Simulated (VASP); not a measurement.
Band structure of TlCl (relaxed from the NiAs type structure, space group P6_3/mmc). These are PBE GGA, VASP's PBE PAW potentials (set 64) (plane waves; VASP 6.6.1) values and carry that method's errors.

Unless said otherwise, spin-orbit coupling is left out, though it shifts the bands of the heavy elements here.

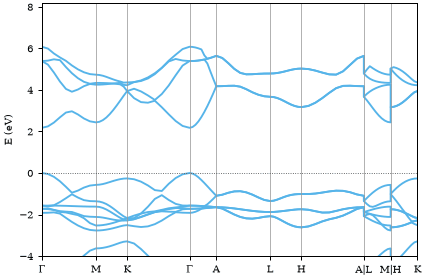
Fig. 1. Bands along high-symmetry lines, zero at the valence-band maximum or, without a gap, the Fermi level

Read the plot: is there a gap, and where are the band edges?

The gap is direct, 2.18 eV, from the valence maximum at Γ to the conduction minimum at Γ. (Edges off the drawn lines would not show.)

The structure was generated: TlCl was put into the NiAs type type (P6_3/mmc), which need not be its known phase. It was relaxed first, which changed the volume by +89 %.
